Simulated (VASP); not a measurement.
Energy against volume of PbF2 (fluorite). All values below come from TPSS meta-GGA, VASP's PBE PAW potentials (set 64) (plane waves; VASP).

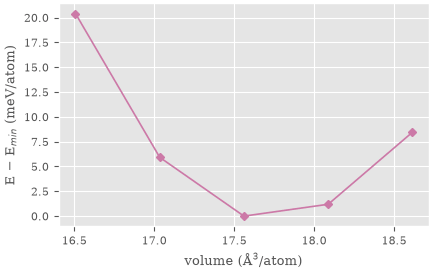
Figure. Energy against volume

Task: Estimate the equilibrium volume and the bulk modulus.

Result: The minimum lies near 17.7 Å³/atom, and the curvature gives B0 of about 69 GPa.

Measured: bulk modulus 64.0 GPa (computed value off by +8.3 %), a 5.940 Å (computed value off by +0.5 %), as given by E. Cadelano et al., The European Physical Journal B (2011), arXiv:1107.5962. The calculation is for a static lattice, while the measured bulk modulus, a hold thermal and zero-point effects, which are part of the difference.

The compound is PbF2 in the fluorite structure, the β form. It was relaxed first.
